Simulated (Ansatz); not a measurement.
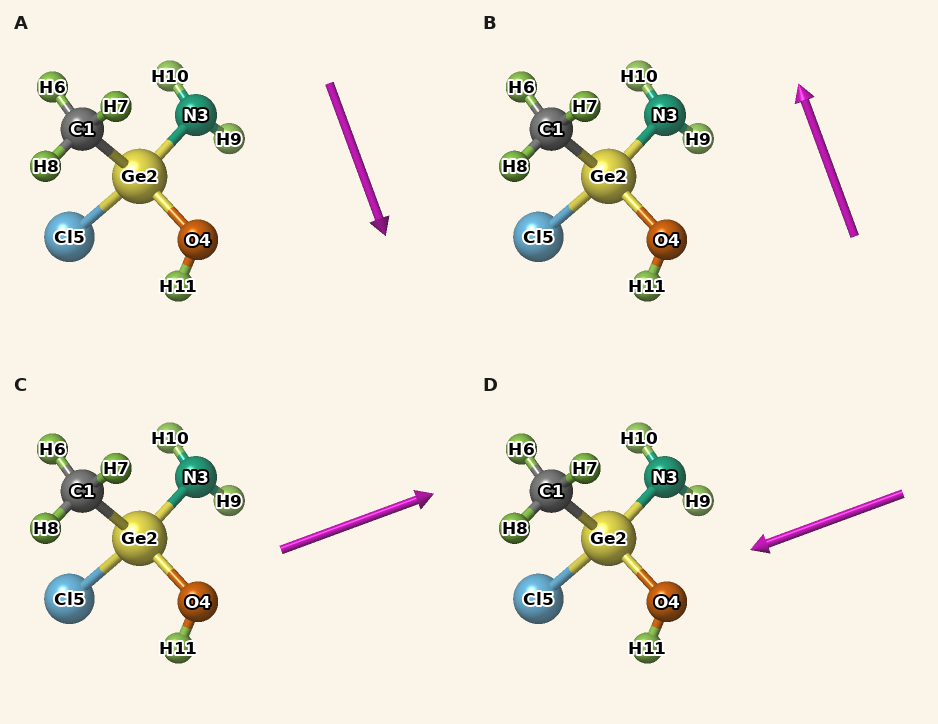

The same molecule four times, each with an arrow. Computed geometry: PBE-D4/def2-SVP optimisation. No frequency run is at hand to confirm it as a minimum. Method: RKS PBE-D4/def2-SVP (Ansatz 0.2.0).

Which arrow points along the dipole moment, from the negative to the positive end?

B. The dipole moment is 1.25 D; it points from the side of H11 to the side of H6 (the outermost atoms at the two ends).
